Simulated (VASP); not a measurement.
Band structure of Zr (relaxed from the bcc structure, space group Im-3m). Method: r2SCAN meta-GGA, VASP's PBE PAW potentials (set 64) (plane waves; VASP).

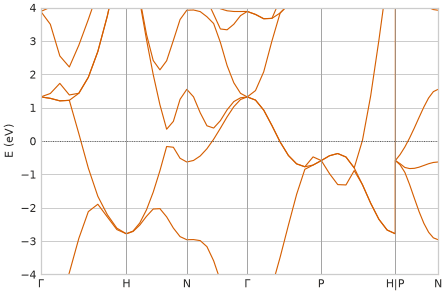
*Bands along high-symmetry lines, zero at the valence-band maximum or, without a gap, the Fermi level*

**Question.** Read the plot: is there a gap, and where are the band edges?

**Answer.** It has no gap at this level: it comes out as a metal or semimetal.

The structure was generated: Zr was put into the bcc type (Im-3m), which need not be its known phase. It was relaxed first.
